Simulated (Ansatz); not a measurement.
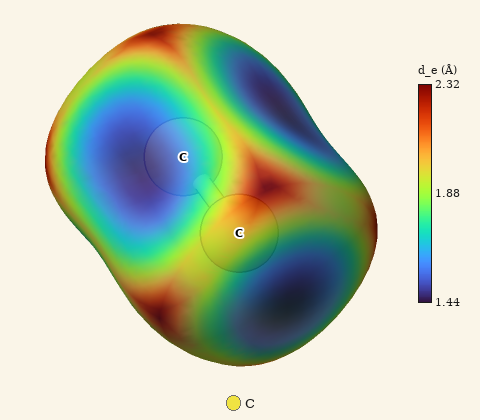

Hirshfeld surface computed for one C2 unit (covalently bonded non-metal atoms) in PbC2 (I4/mmm, No. 139), coloured by d_e.

The surface is where the fragment's share of the procrystal density (the sum of the densities of spherically averaged neutral Hartree-Fock atoms) equals one half. d_i and d_e are the distances from the surface to the nearest nucleus inside and outside. From Rb on the atoms have core potentials, so only their outer electrons count.

Source of the atomic positions: the end point of a relaxation (final pressure about 12 GPa) with DFT LDA, scalar-relativistic, plane waves, PAW in Ansatz; the starting structure was generated, so it need not be a known form of this composition.

```
Pb C
1.0
     3.79484    0.00000    0.00000
     0.00000    3.79484    0.00000
     0.00000    0.00000    6.40755
Pb C
2 4
Direct
  0.00000 0.00000 0.00000
  0.50000 0.50000 0.50000
  0.50000 0.50000 0.09780
  0.00000 0.00000 0.40220
  0.00000 0.00000 0.59780
  0.50000 0.50000 0.90220
```

What is the shortest distance from the fragment to an atom outside it?

C–Pb, 2.58 Å.

How is the surface shared among contacts (nearest atom inside ··· nearest atom outside)?

C···Pb 91 %, C···C 9.1 %. The surface faces 6 neighbours with more than 2 % of its area each: 6 Pb.

Give the size and shape of the surface.

It encloses about 17.2 Å³, has an area of about 34 Å² and a globularity of 0.95 (1 for a sphere).
